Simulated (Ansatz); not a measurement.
Consider ZnS in the wurtzite structure (space group P6_3mc, No. 186; a = 3.8451 Å, c = 6.3057 Å). Axes: x lies along a and z along c of the hexagonal cell.

It is then changed as follows: tensile biaxial strain of 1.14 % in the plane normal to [001], as in epitaxy on a mismatched substrate; the out-of-plane cell vector and the atoms relax.

Computed with plane-wave PAW DFT at the PBE level (Ansatz, an electronic-structure program, 420 eV), scalar-relativistic without spin-orbit coupling.

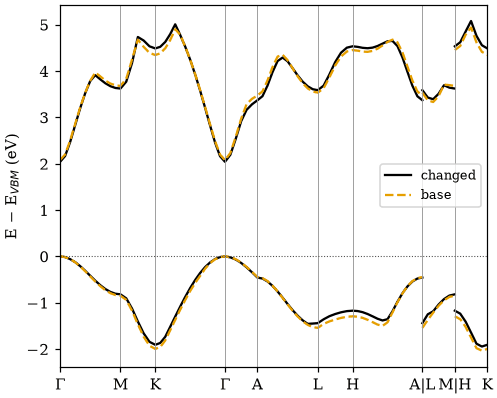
Highest valence and lowest conduction band along the path, each from its own valence-band maximum

The gap is 2.04 eV, direct at Γ; the base has 2.08 eV.

No phonon test of stability was made.
